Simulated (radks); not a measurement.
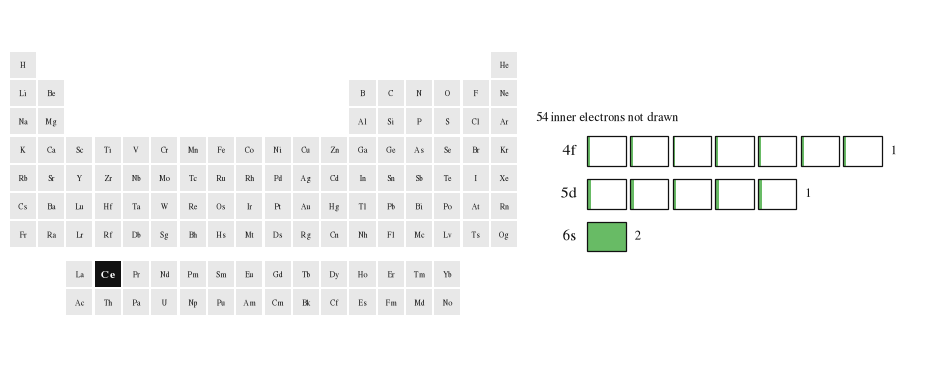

Fig. 1: Left, the place of cerium in the periodic table; right, the outer shells as the input fills them: a box for each of the 2l + 1 orbitals, shaded by the share of the shell that is filled, with the electron count at the right.

# Atomic calculation, with input and output: Ce

Atomic cerium (Ce) in the configuration [Xe] 4f1 5d1 6s2 (high spin). Computed at this level: scalar-relativistic Kohn-Sham, LDA (Slater exchange, Perdew-Wang correlation), spin-polarised, spherical densities, point nucleus (the in-house radial solver radks).

### Key numbers

```
                       quantity                      value
                        outcome                  converged
                   total energy         −8853.8990 hartree
                 kinetic energy          9382.4085 hartree
        electron–nucleus energy        −21453.6968 hartree
                 Hartree energy          3419.9984 hartree
    exchange–correlation energy        −202.609046 hartree
radius at density 0.001 e/bohr³                  5.41 bohr
                 SCF iterations                         14
                       hardware  1 CPU thread, shared host
```

### The input
```
Z 58
configuration [Xe] 4f1 5d1 6s2
relativity scalar-relativistic
functional lda,pw
spin polarised
nucleus point
c 137.035999084
```

Energies in input and log are in hartree, lengths in bohr.

### The program's output
```
1s      1   1.0000       -1478.41838817
2s      1   1.0000        -236.75449173
2p      1   3.0000        -212.14218789
3s      1   1.0000         -50.96689522
3p      1   3.0000         -43.13871177
3d      1   5.0000         -31.98863561
4s      1   1.0000         -10.30934030
4p      1   3.0000          -7.75184312
4d      1   5.0000          -4.07010014
4f      1   1.0000          -0.21795359
5s      1   1.0000          -1.50785800
5p      1   3.0000          -0.86723092
5d      1   1.0000          -0.12566085
6s      1   1.0000          -0.14792401
1s      2   1.0000       -1478.41842025
2s      2   1.0000        -236.75330204
2p      2   3.0000        -212.14127971
3s      2   1.0000         -50.95663685
3p      2   3.0000         -43.12849578
3d      2   5.0000         -31.98021349
4s      2   1.0000         -10.28143202
4p      2   3.0000          -7.72378862
4d      2   5.0000          -4.04182618
4f      2   0.0000          -0.18979362
5s      2   1.0000          -1.48114792
5p      2   3.0000          -0.84120665
5d      2   0.0000          -0.10515341
6s      2   1.0000          -0.13577499
Etot -8853.89896560402
Ekin 9382.408454948705
Encl -21453.69681225269
Eh 3419.9984374108926
Exc -202.60904571092908
err 9.928219681102203e-10
it 14
```

### Orbitals

| orbital | occupation | energy (eV) | ⟨r⟩ (bohr) | outer maximum (bohr) |
| --- | --- | --- | --- | --- |
| 1s down | 1 | −40229.8 | 0.02459 | 0.0158 |
| 1s up | 1 | −40229.8 | 0.02459 | 0.0158 |
| 2s up | 1 | −6442.4 | 0.1053 | 0.0891 |
| 2s down | 1 | −6442.4 | 0.1053 | 0.0891 |
| 2p up | 3 | −5772.7 | 0.09240 | 0.0717 |
| 2p down | 3 | −5772.7 | 0.09240 | 0.0717 |
| 3s up | 1 | −1386.9 | 0.2790 | 0.255 |
| 3s down | 1 | −1386.6 | 0.2790 | 0.255 |
| 3p up | 3 | −1173.9 | 0.2770 | 0.249 |
| 3p down | 3 | −1173.6 | 0.2770 | 0.249 |
| 3d up | 5 | −870.455 | 0.2538 | 0.205 |
| 3d down | 5 | −870.226 | 0.2537 | 0.205 |
| 4s up | 1 | −280.531 | 0.6377 | 0.593 |
| 4s down | 1 | −279.772 | 0.6376 | 0.593 |
| 4p up | 3 | −210.938 | 0.6753 | 0.619 |
| 4p down | 3 | −210.175 | 0.6752 | 0.619 |
| 4d up | 5 | −110.753 | 0.7448 | 0.652 |
| 4d down | 5 | −109.984 | 0.7448 | 0.652 |
| 5s up | 1 | −41.031 | 1.515 | 1.37 |
| 5s down | 1 | −40.304 | 1.515 | 1.37 |
| 5p up | 3 | −23.599 | 1.759 | 1.54 |
| 5p down | 3 | −22.890 | 1.761 | 1.54 |
| 4f up | 1 | −5.931 | 1.101 | 0.709 |
| 4f down | 0 | −5.165 | 1.105 | 0.709 |
| 6s up | 1 | −4.025 | 4.252 | 3.66 |
| 6s down | 1 | −3.695 | 4.369 | 3.73 |
| 5d up | 1 | −3.419 | 2.908 | 2.18 |
| 5d down | 0 | −2.861 | 3.007 | 2.19 |

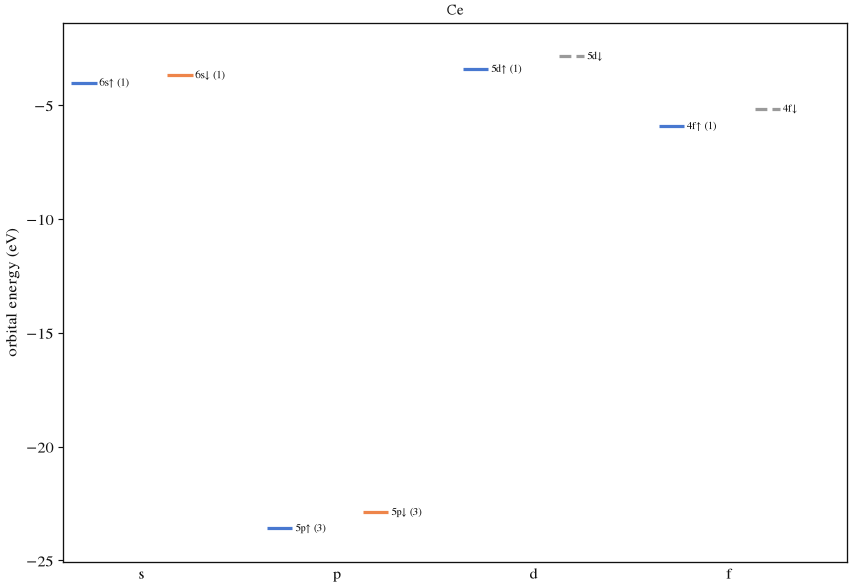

Fig. 2: The outer levels are drawn by angular momentum (occupations in brackets, up spins at the left of each column and down spins at the right, empty levels dashed). The highest occupied level is 5d up at −3.42 eV. From the top down the occupied levels run 5d up (−3.42 eV), 6s down (−3.69 eV), 6s up (−4.03 eV), 4f up (−5.93 eV), 5p down (−22.9 eV), 5p up (−23.6 eV). The lowest empty level drawn is 4f down at −5.16 eV. The largest exchange splitting (down less up) among the shells drawn in both spins is that of 4f, 0.766 eV. The order isn't aufbau: the empty 4f down level lies under the highest occupied one.

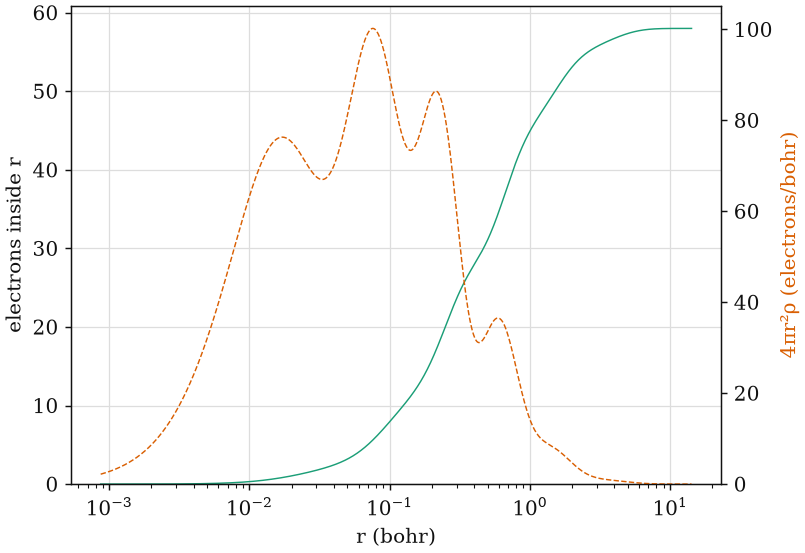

Fig. 3: The number of electrons inside radius r (solid) and the radial density 4πr²ρ (dashed). The count levels off at 58 electrons. Half of them lie within 0.435 bohr, 90 % within 1.83 bohr and 99 % within 5.14 bohr. The radial density has minima at 0.0331, 0.141 and 0.435 bohr, where the count stands at 2.0, 11.2 and 29.0; these part the shells that the density resolves.

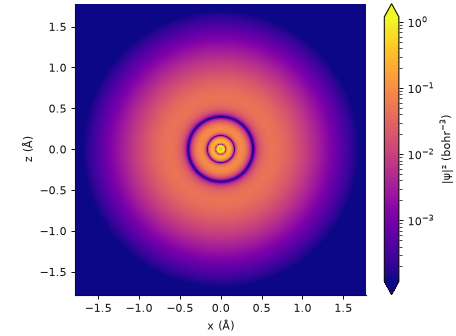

Fig. 4: The 5s orbital of down spin. In the xz plane through the nucleus, the colour gives |ψ|² on a logarithmic scale. (1 bohr = 0.529 Å.) The radial function comes from the spherical calculation and is multiplied by a real spherical harmonic; the overall sign is chosen so that the largest lobe of P(r) is positive; at the scalar-relativistic level it is the large component. It has no angular node and 4 radial nodes, at r = 0.0303, 0.120, 0.316 and 0.753 bohr; only the outer 3 can be made out at this scale. The outermost maximum of P² lies at 1.37 bohr, ⟨r⟩ = 1.52 bohr, 90 % of the charge lies within 2.18 bohr, and the eigenvalue is −40.3 eV, with 1 electron in the shell for this spin.
